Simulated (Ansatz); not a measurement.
## A hypothetical structure for Hf4MgRu

This structure for Hf4MgRu is made up. Its elements were placed in a known structure type with a cell scaled to their sizes. What cell does the guess relax to, and how far off was it?

Method: DFT, r2SCAN, plane-wave PAW, files of the set soft_1, scalar-relativistic, no spin, cell and ions relaxed at zero pressure; PAW set soft_1, in the first sound run; inputs show where later runs differ, in Ansatz 0.2.0.

### 1. Starting point

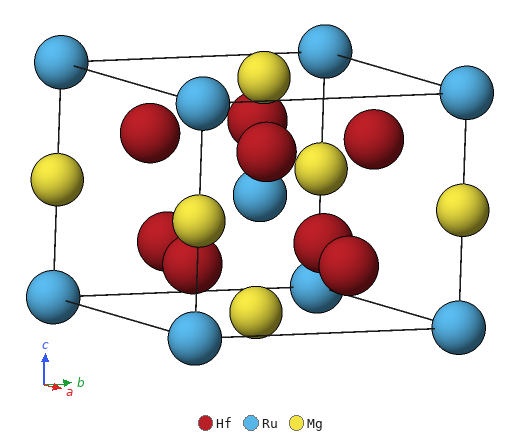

The starting structure, seen slightly off an axis (hafnium red, ruthenium blue, magnesium yellow). This picture shows the conventional cell, with its axes. Some periodic images of atoms are drawn too.

As a file:

```cif
data_structure
_symmetry_space_group_name_H-M 'I422'
_symmetry_Int_Tables_number 97
_cell_length_a 6.7640
_cell_length_b 6.7640
_cell_length_c 5.3580
_cell_angle_alpha 90.000
_cell_angle_beta 90.000
_cell_angle_gamma 90.000
_cell_volume 245.14
loop_
_atom_site_label
_atom_site_type_symbol
_atom_site_symmetry_multiplicity
_atom_site_Wyckoff_symbol
_atom_site_fract_x
_atom_site_fract_y
_atom_site_fract_z
_atom_site_occupancy
Hf1 Hf 8 j 0.83650 0.66350 0.25000 1
Ru1 Ru 2 a 0.00000 0.00000 0.00000 1
Mg1 Mg 2 b 0.00000 0.00000 0.50000 1
```

### 2. Relaxation of the guess

The guessed cell has no reason to be at equilibrium. It is relaxed with the atoms, within the space group of the guess.

File input.yaml:

```yaml
crystal:
  lattice:
    - [-3.382, 3.382, 2.679]
    - [3.382, -3.382, 2.679]
    - [3.382, 3.382, -2.679]
  atoms:
    - { symbol: Hf, position: [0.9135, 0.0865, 0.5] }
    - { symbol: Hf, position: [0.5865, 0.4135, 0.5] }
    - { symbol: Hf, position: [0.0865, 0.5865, 0.173] }
    - { symbol: Hf, position: [0.4135, 0.9135, 0.827] }
    - { symbol: Ru, position: [0.0, 0.0, 0.0] }
    - { symbol: Mg, position: [0.5, 0.5, 0.0] }
kpoints:
  mp_grid: { grid: [6, 6, 6] }
scf:
  occupations: { method: fermi_dirac, width: 0.05 }
hamiltonian:
  xc: r2scan
  pseudopotentials: { kind: paw, azcp: { folder: soft_1 } }
relax:
  f_tol: 0.015
  max_steps: 70
  cell: {}
output:
  forces: true
  stress: true
```

The run is started by

```console
ansatz run input.yaml --threads 4 --pin off --max-ram 10240MiB --backend cpu --events-out ev --progress --plain --runs-dir out
```

Numbers of over 12 decimals in the logs are rounded to 6 here.

What it wrote:

```text
Engine: ansatz 0.2.0, x86_64-unknown-linux-gnu
Pseudopotentials: kind: paw
Pseudopotential: Hf, paw, valence charge 26, recommended cutoff 500 eV (meta_gga), soft_1/Hf.paw.azcp
Pseudopotential: Ru, paw, valence charge 16, recommended cutoff 500 eV (meta_gga), soft_1/Ru.paw.azcp
Pseudopotential: Mg, paw, valence charge 10, recommended cutoff 500 eV (meta_gga), soft_1/Mg.paw.azcp
Functional definition: r2SCAN
  parameter k0 = 0.174
  parameter k1 = 0.065
  parameter a1 = 4.9479
  exchange = r2scan_x(k0 = k0, k1 = k1, a1 = a1)
  correlation = r2scan_c
Crystal: 6 atoms, lattice volume = 122.569 Å³
Basis set: ecut = 500 eV, 3089 PW (Γ), exchange–correlation on 160×160×160 points (64 copies of the dense FFT grid, shifted against one another)
Bands: 78, of which v1, the nominal top of the filled ones, is band 65 counted from 1 (64 counted from 0)
Symmetry: 8 space group operations
Space group: I422 (ITA 97), of the structure as read, at distance tolerance 5.0e-5 Å
k-points: 30 of 216 (time reversal used)
Non-local potential: Hf, projectors of the file, l = 0: 3, l = 1: 2, l = 2: 2, l = 3: 3
Non-local potential: Ru, projectors of the file, l = 0: 3, l = 1: 2, l = 2: 2, l = 3: 1
Non-local potential: Mg, projectors of the file, l = 0: 3, l = 1: 2, l = 2: 1
PAW form: soft (Blöchl's): semilocal exchange-correlation on the pseudo side does not see the compensation charge
PAW frozen core: Hf, regenerated for the run's functional (the file was generated under x = pbe(κ = 0.804, μ = 0.219515), c = pbe(β = 0.066725))
PAW frozen core: Ru, regenerated for the run's functional (the file was generated under x = pbe(κ = 0.804, μ = 0.219515), c = pbe(β = 0.066725))
PAW frozen core: Mg, regenerated for the run's functional (the file was generated under x = pbe(κ = 0.804, μ = 0.219515), c = pbe(β = 0.066725))
PAW one-centre angular grid: Hf, 974 points (default); XC on 224 Gauss nodes
PAW one-centre angular grid: Ru, 590 points (default); XC on 160 Gauss nodes
PAW one-centre angular grid: Mg, 302 points (default); XC on 224 Gauss nodes
Initial density: superposition of atomic densities (chi_scale 0.1, normalization cell, long waves kept (reshape's long-wave potential 0.00 eV rms))
Initial wavefunctions: pseudopotential atomic-orbital guess
Functional: x = r2scan, c = r2scan; τ floored in thin density (d = 2e-4 eV/Å³)
SCF iter   1: F=—  HF=-70765.433184 eV  |F-HF|=—  |Δ(HF+E_count)|=         —  Δρ=2.19e-1  dr2=1.41e2  dr2_τ=4.56e0  ethr=3.10e-3  ⟨swp⟩=6.0  Hψ=7611  notcnv=0  defer=33
preconditioner: auto → Kerker (q_TF=auto, 2.755 Å⁻¹)  [metal: Δε(μ)=0.016 eV  Ē_g=17.434 eV  σ=0.050 eV  W_gap=0.08  n_scr=46 (ndim 8)  ℏωp=34.5 eV  f_vac=0.000  D(μ)=6.97/eV (n_scr^D=70)]
SCF iter   2: F=—  HF=-70753.213002 eV  |F-HF|=—  |Δ(HF+E_count)|=    1.22e1  Δρ=9.71e-2  dr2=2.15e1  dr2_τ=8.68e0  ethr=3.10e-3  ⟨swp⟩=4.0  Hψ=5752  notcnv=0  defer=126
SCF iter   3: F=—  HF=-70751.762715 eV  |F-HF|=—  |Δ(HF+E_count)|=    1.45e0  Δρ=2.23e-2  dr2=8.27e-1  dr2_τ=3.34e-2  ethr=3.10e-3  ⟨swp⟩=2.3  Hψ=4772  notcnv=0  defer=114
SCF iter   4: F=—  HF=-70751.890719 eV  |F-HF|=—  |Δ(HF+E_count)|=   1.28e-1  Δρ=8.40e-3  dr2=1.04e-1  dr2_τ=1.16e-2  ethr=6.36e-4  ⟨swp⟩=2.0  Hψ=4894  notcnv=0  defer=116
SCF iter   5: F=—  HF=-70751.902735 eV  |F-HF|=—  |Δ(HF+E_count)|=   1.20e-2  Δρ=4.87e-3  dr2=6.67e-2  dr2_τ=5.58e-3  ethr=8.04e-5  ⟨swp⟩=2.0  Hψ=4418  notcnv=0  defer=116
SCF iter   6: F=—  HF=-70751.892558 eV  |F-HF|=—  |Δ(HF+E_count)|=   1.02e-2  Δρ=1.93e-3  dr2=1.19e-2  dr2_τ=3.23e-4  ethr=5.13e-5  ⟨swp⟩=2.0  Hψ=3064  notcnv=0  defer=116
SCF iter   7: F=—  HF=-70751.892770 eV  |F-HF|=—  |Δ(HF+E_count)|=   2.12e-4  Δρ=6.80e-4  dr2=1.72e-3  dr2_τ=3.88e-5  ethr=9.18e-6  ⟨swp⟩=2.5  Hψ=4121  notcnv=0  defer=116
SCF iter   8: F=—  HF=-70751.892593 eV  |F-HF|=—  |Δ(HF+E_count)|=   1.77e-4  Δρ=2.69e-4  dr2=2.55e-4  dr2_τ=3.73e-6  ethr=1.32e-6  ⟨swp⟩=1.2  Hψ=2232  notcnv=0  defer=116
SCF iter   9: F=—  HF=-70751.892562 eV  |F-HF|=—  |Δ(HF+E_count)|=   3.10e-5  Δρ=1.26e-4  dr2=5.63e-5  dr2_τ=1.32e-6  ethr=1.96e-7  ⟨swp⟩=2.5  Hψ=4244  notcnv=0  defer=116
SCF iter  10: F=—  HF=-70751.892569 eV  |F-HF|=—  |Δ(HF+E_count)|=   6.45e-6  Δρ=2.00e-5  dr2=4.29e-7  dr2_τ=4.73e-8  ethr=4.33e-8  ⟨swp⟩=2.0  Hψ=2456  notcnv=0  defer=116
SCF iter  11: F=-70751.892569 eV  HF=-70751.892569 eV  |F-HF|=8.98e-9  |Δ(HF+E_count)|=   1.60e-7  Δρ=5.06e-6  dr2=3.77e-8  dr2_τ=2.59e-9  ethr=7.69e-11  ⟨swp⟩=5.6  Hψ=10072  notcnv=0
SCF 1 converged in 11 iterations: F = -70751.892569 eV  dr2 = 3.77e-8
  greatest PAW one-centre occupation: 1.000 electrons in one spin orbital (limit 2), on the Mg atom at site 5 (counted from 0), in its partial waves of l = 0
relax step   1: F+E_penalty+E_count = -70751.89256897 eV  Δ(F+E_penalty+E_count) = +0.000e0 eV  max|allowed force component| = 1.564e-1 eV/Å  Δτ_max = 0.0000 Å  P = -1.407 GPa  Ω = 122.569 Å³  (11 SCF iters, dr2 threshold 1.00e-7 eV, accepted)
Crystal: 6 atoms, lattice volume = 117.082 Å³
Basis set: ecut = 500 eV, 2929 PW (Γ), exchange–correlation on 160×160×160 points (64 copies of the dense FFT grid, shifted against one another)
Initial density: handed on by an earlier stage of this run
Initial wavefunctions: those handed on with the density
iter 1 solved again at ethr=7.25e-4 eV; its pass at ethr=3.10e-3 eV (dr2=9.43e-1 eV) is discarded
SCF iter   1: F=—  HF=-70750.771649 eV  |F-HF|=—  |Δ(HF+E_count)|=         —  Δρ=1.68e-2  dr2=9.47e-1  dr2_τ=2.85e0  ethr=7.25e-4  ⟨swp⟩=2.1  Hψ=10650  notcnv=0
preconditioner: auto → Kerker (q_TF=auto, 2.776 Å⁻¹)  [metal: Δε(μ)=0.019 eV  Ē_g=16.761 eV  σ=0.050 eV  W_gap=0.09  n_scr=46 (ndim 8)  ℏωp=35.3 eV  f_vac=0.000  D(μ)=7.63/eV (n_scr^D=70)]
SCF iter   2: F=—  HF=-70751.823791 eV  |F-HF|=—  |Δ(HF+E_count)|=    1.05e0  Δρ=1.06e-2  dr2=1.84e-1  dr2_τ=4.46e-2  ethr=7.25e-4  ⟨swp⟩=3.3  Hψ=4708  notcnv=0
SCF iter   3: F=—  HF=-70751.811552 eV  |F-HF|=—  |Δ(HF+E_count)|=   1.22e-2  Δρ=4.98e-3  dr2=7.37e-2  dr2_τ=1.93e-3  ethr=1.42e-4  ⟨swp⟩=2.0  Hψ=4484  notcnv=0  defer=91
SCF iter   4: F=—  HF=-70751.803983 eV  |F-HF|=—  |Δ(HF+E_count)|=   7.57e-3  Δρ=2.14e-3  dr2=1.45e-2  dr2_τ=1.53e-4  ethr=5.67e-5  ⟨swp⟩=3.0  Hψ=3235  notcnv=0  defer=98
SCF iter   5: F=—  HF=-70751.802472 eV  |F-HF|=—  |Δ(HF+E_count)|=   1.51e-3  Δρ=8.25e-4  dr2=1.33e-3  dr2_τ=3.89e-5  ethr=1.11e-5  ⟨swp⟩=2.0  Hψ=4151  notcnv=0  defer=110
SCF iter   6: F=—  HF=-70751.802229 eV  |F-HF|=—  |Δ(HF+E_count)|=   2.43e-4  Δρ=3.43e-4  dr2=1.78e-4  dr2_τ=1.02e-5  ethr=1.03e-6  ⟨swp⟩=2.0  Hψ=3765  notcnv=0  defer=110
SCF iter   7: F=—  HF=-70751.802236 eV  |F-HF|=—  |Δ(HF+E_count)|=   6.78e-6  Δρ=1.56e-4  dr2=2.61e-5  dr2_τ=1.96e-6  ethr=1.37e-7  ⟨swp⟩=2.0  Hψ=3837  notcnv=0  defer=110
SCF iter   8: F=—  HF=-70751.802238 eV  |F-HF|=—  |Δ(HF+E_count)|=   1.66e-6  Δρ=1.15e-4  dr2=1.06e-5  dr2_τ=1.78e-6  ethr=2.01e-8  ⟨swp⟩=2.0  Hψ=4100  notcnv=0  defer=110
SCF iter   9: F=—  HF=-70751.802238 eV  |F-HF|=—  |Δ(HF+E_count)|=   2.82e-7  Δρ=2.83e-5  dr2=6.03e-7  dr2_τ=2.89e-8  ethr=8.12e-9  ⟨swp⟩=2.0  Hψ=3849  notcnv=0  defer=110
SCF iter  10: F=-70751.802238 eV  HF=-70751.802238 eV  |F-HF|=5.82e-10  |Δ(HF+E_count)|=   2.86e-8  Δρ=5.24e-6  dr2=3.24e-8  dr2_τ=1.13e-9  ethr=4.62e-10  ⟨swp⟩=5.2  Hψ=9117  notcnv=0
SCF 2 converged in 10 iterations: F = -70751.802238 eV  dr2 = 3.24e-8
relax step   2: F+E_penalty+E_count = -70751.80223764 eV  Δ(F+E_penalty+E_count) = +9.033e-2 eV  max|allowed force component| = 4.050e-1 eV/Å  Δτ_max = 0.0964 Å  P = +3.589 GPa  Ω = 117.082 Å³  energy of the carried Pulay correction = +1.031e-3 eV  (10 SCF iters, dr2 threshold 6.00e-7 eV, rejected (line search))
Crystal: 6 atoms, lattice volume = 121.038 Å³
Basis set: ecut = 500 eV, 3049 PW (Γ), exchange–correlation on 160×160×160 points (64 copies of the dense FFT grid, shifted against one another)
iter 1 solved again at ethr=5.57e-4 eV; its pass at ethr=3.10e-3 eV (dr2=7.24e-1 eV) is discarded
SCF iter   1: F=—  HF=-70751.198084 eV  |F-HF|=—  |Δ(HF+E_count)|=         —  Δρ=1.40e-2  dr2=7.27e-1  dr2_τ=1.53e0  ethr=5.57e-4  ⟨swp⟩=2.4  Hψ=10288  notcnv=0
preconditioner: auto → Kerker (q_TF=auto, 2.761 Å⁻¹)  [metal: Δε(μ)=0.001 eV  Ē_g=16.703 eV  σ=0.050 eV  W_gap=0.01  n_scr=46 (ndim 8)  ℏωp=34.7 eV  f_vac=0.000  D(μ)=7.79/eV (n_scr^D=70)]
SCF iter   2: F=—  HF=-70751.933601 eV  |F-HF|=—  |Δ(HF+E_count)|=   7.36e-1  Δρ=8.79e-3  dr2=1.31e-1  dr2_τ=3.34e-2  ethr=5.57e-4  ⟨swp⟩=3.2  Hψ=4301  notcnv=0
SCF iter   3: F=—  HF=-70751.928277 eV  |F-HF|=—  |Δ(HF+E_count)|=   5.32e-3  Δρ=3.51e-3  dr2=3.90e-2  dr2_τ=1.53e-3  ethr=1.01e-4  ⟨swp⟩=2.0  Hψ=4694  notcnv=0  defer=102
SCF iter   4: F=—  HF=-70751.925257 eV  |F-HF|=—  |Δ(HF+E_count)|=   3.02e-3  Δρ=1.81e-3  dr2=1.16e-2  dr2_τ=9.50e-5  ethr=3.00e-5  ⟨swp⟩=2.0  Hψ=2624  notcnv=0  defer=104
SCF iter   5: F=—  HF=-70751.923984 eV  |F-HF|=—  |Δ(HF+E_count)|=   1.27e-3  Δρ=6.39e-4  dr2=1.17e-3  dr2_τ=1.46e-5  ethr=8.90e-6  ⟨swp⟩=2.3  Hψ=4039  notcnv=0  defer=104
SCF iter   6: F=—  HF=-70751.923745 eV  |F-HF|=—  |Δ(HF+E_count)|=   2.39e-4  Δρ=3.58e-4  dr2=1.44e-4  dr2_τ=8.07e-6  ethr=8.99e-7  ⟨swp⟩=2.0  Hψ=3893  notcnv=0  defer=104
SCF iter   7: F=—  HF=-70751.923728 eV  |F-HF|=—  |Δ(HF+E_count)|=   1.70e-5  Δρ=1.15e-4  dr2=2.32e-5  dr2_τ=8.40e-7  ethr=1.11e-7  ⟨swp⟩=2.0  Hψ=3973  notcnv=0  defer=104
SCF iter   8: F=—  HF=-70751.923724 eV  |F-HF|=—  |Δ(HF+E_count)|=   3.98e-6  Δρ=5.02e-5  dr2=2.19e-6  dr2_τ=2.72e-7  ethr=1.78e-8  ⟨swp⟩=2.0  Hψ=3861  notcnv=0  defer=104
SCF iter   9: F=—  HF=-70751.923706 eV  |F-HF|=—  |Δ(HF+E_count)|=   1.76e-5  Δρ=1.29e-5  dr2=1.43e-7  dr2_τ=1.42e-8  ethr=1.69e-9  ⟨swp⟩=2.0  Hψ=4172  notcnv=0  defer=104
SCF iter  10: F=—  HF=-70751.923706 eV  |F-HF|=—  |Δ(HF+E_count)|=   2.15e-8  Δρ=5.02e-6  dr2=2.28e-8  dr2_τ=2.66e-9  ethr=1.10e-10  ⟨swp⟩=2.0  Hψ=4188  notcnv=0  defer=104
SCF iter  11: F=—  HF=-70751.923706 eV  |F-HF|=—  |Δ(HF+E_count)|=  1.02e-10  Δρ=1.26e-6  dr2=2.22e-9  dr2_τ=3.21e-10  ethr=1.76e-11  ⟨swp⟩=2.0  Hψ=3926  notcnv=0  defer=104
SCF iter  12: F=—  HF=-70751.923706 eV  |F-HF|=—  |Δ(HF+E_count)|=  2.33e-10  Δρ=8.26e-7  dr2=1.09e-9  dr2_τ=9.44e-11  ethr=1.71e-12  ⟨swp⟩=2.0  Hψ=4185  notcnv=0  defer=104
SCF iter  13: F=—  HF=-70751.923706 eV  |F-HF|=—  |Δ(HF+E_count)|=  2.04e-10  Δρ=3.13e-7  dr2=1.10e-10  dr2_τ=1.28e-11  ethr=1.00e-12  ⟨swp⟩=2.0  Hψ=3608  notcnv=0  defer=104
SCF iter  14: F=-70751.923706 eV  HF=-70751.923706 eV  |F-HF|=0.00e0  |Δ(HF+E_count)|=    0.00e0  Δρ=8.16e-8  dr2=4.06e-12  dr2_τ=4.83e-13  ethr=1.00e-12  ⟨swp⟩=5.0  Hψ=8597  notcnv=0
SCF 3 converged in 14 iterations: F = -70751.923706 eV  dr2 = 4.06e-12
relax step   3: F+E_penalty+E_count = -70751.92370634 eV  Δ(F+E_penalty+E_count) = -3.114e-2 eV  max|allowed force component| = 2.315e-2 eV/Å  Δτ_max = 0.0263 Å  P = -0.145 GPa  Ω = 121.038 Å³  energy of the carried Pulay correction = +2.830e-4 eV  (14 SCF iters, accepted)
Crystal: 6 atoms, lattice volume = 120.842 Å³
iter 1 solved again at ethr=1.62e-6 eV; its pass at ethr=3.10e-3 eV (dr2=2.10e-3 eV) is discarded
SCF iter   1: F=—  HF=-70751.920286 eV  |F-HF|=—  |Δ(HF+E_count)|=         —  Δρ=7.43e-4  dr2=2.07e-3  dr2_τ=6.10e-3  ethr=1.62e-6  ⟨swp⟩=2.7  Hψ=8199  notcnv=0
preconditioner: auto → Kerker (q_TF=auto, 2.762 Å⁻¹)  [metal: Δε(μ)=0.036 eV  Ē_g=16.697 eV  σ=0.050 eV  W_gap=0.18  n_scr=46 (ndim 8)  ℏωp=34.8 eV  f_vac=0.000  D(μ)=7.44/eV (n_scr^D=70)]
SCF iter   2: F=—  HF=-70751.924229 eV  |F-HF|=—  |Δ(HF+E_count)|=   3.94e-3  Δρ=4.52e-4  dr2=3.28e-4  dr2_τ=7.86e-5  ethr=1.59e-6  ⟨swp⟩=2.0  Hψ=4225  notcnv=0
SCF iter   3: F=—  HF=-70751.924214 eV  |F-HF|=—  |Δ(HF+E_count)|=   1.49e-5  Δρ=2.15e-4  dr2=1.35e-4  dr2_τ=6.57e-6  ethr=2.52e-7  ⟨swp⟩=2.0  Hψ=4037  notcnv=0
SCF iter   4: F=—  HF=-70751.924209 eV  |F-HF|=—  |Δ(HF+E_count)|=   5.08e-6  Δρ=9.90e-5  dr2=2.99e-5  dr2_τ=3.12e-7  ethr=1.04e-7  ⟨swp⟩=1.5  Hψ=2356  notcnv=0
SCF iter   5: F=—  HF=-70751.924205 eV  |F-HF|=—  |Δ(HF+E_count)|=   3.12e-6  Δρ=3.28e-5  dr2=2.23e-6  dr2_τ=3.79e-8  ethr=2.30e-8  ⟨swp⟩=2.0  Hψ=2784  notcnv=0
SCF iter   6: F=—  HF=-70751.924205 eV  |F-HF|=—  |Δ(HF+E_count)|=   3.45e-8  Δρ=1.53e-5  dr2=2.73e-7  dr2_τ=2.82e-8  ethr=1.72e-9  ⟨swp⟩=2.0  Hψ=4288  notcnv=0
SCF iter   7: F=-70751.924205 eV  HF=-70751.924205 eV  |F-HF|=4.74e-9  |Δ(HF+E_count)|=   2.67e-7  Δρ=6.67e-6  dr2=3.99e-8  dr2_τ=2.51e-9  ethr=1.02e-10  ⟨swp⟩=5.0  Hψ=10021  notcnv=0
SCF 4 converged in 7 iterations: F = -70751.924205 eV  dr2 = 3.99e-8
relax step   4: F+E_penalty+E_count = -70751.92420520 eV  Δ(F+E_penalty+E_count) = -4.989e-4 eV  max|allowed force component| = 8.762e-4 eV/Å  Δτ_max = 0.0045 Å  P = +0.015 GPa  Ω = 120.842 Å³  energy of the carried Pulay correction = +3.196e-4 eV  (7 SCF iters, dr2 threshold 1.32e-7 eV, accepted)
Initial wavefunctions: pseudopotential atomic-orbital guess (no wavefunctions were taken with the density)
iter 1 solved again at ethr=3.18e-8 eV; its pass at ethr=3.10e-3 eV (dr2=4.13e-5 eV) is discarded
SCF iter   1: F=—  HF=-70751.923879 eV  |F-HF|=—  |Δ(HF+E_count)|=         —  Δρ=5.69e-5  dr2=1.54e-7  dr2_τ=6.73e-7  ethr=3.18e-8  ⟨swp⟩=4.0  Hψ=16161  notcnv=0
preconditioner: auto → Kerker (q_TF=auto, 2.762 Å⁻¹)  [metal: Δε(μ)=0.033 eV  Ē_g=16.696 eV  σ=0.050 eV  W_gap=0.16  n_scr=46 (ndim 8)  ℏωp=34.8 eV  f_vac=0.000  D(μ)=7.47/eV (n_scr^D=70)]
SCF iter   2: F=—  HF=-70751.923905 eV  |F-HF|=—  |Δ(HF+E_count)|=   2.61e-5  Δρ=2.92e-5  dr2=5.75e-8  dr2_τ=2.06e-7  ethr=1.19e-10  ⟨swp⟩=2.9  Hψ=4326  notcnv=0
SCF iter   3: F=—  HF=-70751.923909 eV  |F-HF|=—  |Δ(HF+E_count)|=   3.81e-6  Δρ=5.08e-6  dr2=5.52e-8  dr2_τ=6.27e-9  ethr=4.42e-11  ⟨swp⟩=2.0  Hψ=4121  notcnv=0
SCF iter   4: F=—  HF=-70751.923909 eV  |F-HF|=—  |Δ(HF+E_count)|=   1.24e-8  Δρ=1.79e-6  dr2=2.70e-9  dr2_τ=5.60e-10  ethr=4.25e-11  ⟨swp⟩=2.0  Hψ=2529  notcnv=0
SCF iter   5: F=—  HF=-70751.923909 eV  |F-HF|=—  |Δ(HF+E_count)|=   9.04e-9  Δρ=6.21e-7  dr2=6.53e-10  dr2_τ=3.36e-11  ethr=2.08e-12  ⟨swp⟩=2.0  Hψ=4120  notcnv=0
SCF iter   6: F=—  HF=-70751.923909 eV  |F-HF|=—  |Δ(HF+E_count)|=  2.04e-10  Δρ=2.98e-7  dr2=1.39e-10  dr2_τ=1.13e-11  ethr=1.00e-12  ⟨swp⟩=2.3  Hψ=4040  notcnv=0
SCF iter   7: F=-70751.923909 eV  HF=-70751.923909 eV  |F-HF|=8.73e-11  |Δ(HF+E_count)|=  2.04e-10  Δρ=1.57e-7  dr2=1.82e-11  dr2_τ=3.98e-12  ethr=1.00e-12  ⟨swp⟩=5.0  Hψ=9877  notcnv=0
SCF 5 converged in 7 iterations: F = -70751.923909 eV  dr2 = 1.82e-11
relax step   5: F+E_penalty+E_count = -70751.92390894 eV  Δ(F+E_penalty+E_count) = +2.963e-4 eV  max|allowed force component| = 7.807e-4 eV/Å  Δτ_max = 0.0000 Å  P = +0.014 GPa  Ω = 120.842 Å³  stress off target by 2.73e-2 GPa  SCF on the basis re-selected at this cell (its energy is not comparable with the rows above)  (7 SCF iters)
basis re-selected at this cell: Δ(F+E_penalty+E_count) = +2.963e-4 eV, ΔP = -0.001 GPa vs the last step (what re-selecting the basis moved, of the pressure what is left beyond the Pulay correction that the steps carried, after the strain that the cell walked since its last selection, with what the two solves' SCF thresholds leave and, on support functions, any second-order correction that the steps lacked; it is no m [...]
SCF converged after 7 iterations
Free energy (F): -70751.923909 eV
Harris-Foulkes:  -70751.923909 eV  (|F-HF|=8.73e-11)
Internal energy: -70751.861097 eV  (E = F + TS)
E sigma→0 (E₀):  -70751.892503 eV
Entropy (-TS):   -0.062812 eV (-10.469 meV/atom)
Fermi energy:    16.730991 eV
--- Per-component energies (eV) ---
  E_band       = -632.681969
  E_kinetic    = 2159.376547
  E_local      = -28819.234603  (includes V_loc(G=0)·N_el)
  E_nonlocal   = 831.702518
  E_hartree    = 13556.054924
  E_xc         = -1193.401625
  E_vxc        = -1395.276971  (∫ρ·V_xc dr)
  E_paw        = -34701.904581  (= ΣΔE_a)
  E_vpaw       = -597.731655  (= ΣTr[D̂ρ^β])
  E_aug_tail   = 0.000926  (compensation charges beyond the density's cutoff)
  E_vtau       = 76.371139  (kinetic-family band-sum trace: ∫τ·v_τ [+ j·A + Jᵃ·Aᵃ] dr)
  E_ewald      = -22585.404259
  E_core_change = 0.949056  (= ΣΔE_core)
  E_smearing   = -0.062812  (= −TS)
  E_closure    = -0.000000  (closes the sum)
  Σ components = -70751.923909   (vs F -70751.923909, Δ=0.00e0)
--- Forces (eV/Å), atoms counted from 1 ---
  atom   1  Hf     0.00078068    -0.00078068     0.00000000
  atom   2  Hf    -0.00078068     0.00078068     0.00000000
  atom   3  Hf     0.00078068     0.00078068     0.00000000
  atom   4  Hf    -0.00078068    -0.00078068    -0.00000000
  atom   5  Ru     0.00000000     0.00000000     0.00000000
  atom   6  Mg     0.00000000     0.00000000     0.00000000
  max |Σ_I F_I| component: 6.42e-17 eV/Å
--- Stress (GPa, compression-positive) ---
        0.027279       0.000000       0.000000
        0.000000       0.027279      -0.000000
        0.000000      -0.000000      -0.011737
  P = ⅓ Tr σ = 0.0143 GPa (0.143 kbar)
--- Relaxed structure (4 steps of the walk, 3 accepted, 1 SCFs on fresh bases) ---
  F+E_penalty+E_count = -70751.92390894 eV   max|allowed force component| = 7.807e-4 eV/Å   (the final SCF, on the basis selected at the relaxed cell)
  cell:  # Å, volume = 120.8419 Å³
    - [-3.348441, 3.348441, 2.694462]
    - [3.348441, -3.348441, 2.694462]
    - [3.348441, 3.348441, -2.694462]
  atoms:
    - { symbol: Hf, position: [0.910283, 0.089717, 0.500000] }
    - { symbol: Hf, position: [0.589717, 0.410283, 0.500000] }
    - { symbol: Hf, position: [0.089717, 0.589717, 0.179434] }
    - { symbol: Hf, position: [0.410283, 0.910283, 0.820566] }
    - { symbol: Ru, position: [0, 0, 0] }
    - { symbol: Mg, position: [0.500000, 0.500000, 0] }
```

Run time: 47 s. Hardware: 4 threads of INTEL XEON PLATINUM 8581C at 2.10GHz (Emerald Rapids), shared host; peak memory 0.95 GiB; 3 min of CPU time.

(Continued in part 2 of 2.)

[Logs are printed without paths, hosts, clocks, repeated set-up lines and the standing remarks that a program may print on its own settings, such as how far it seeks lower states.]

[Hosts, paths, dates, database ids (printed as entryN), source tags and the programs' standing remarks are cut or masked in the printed files.]
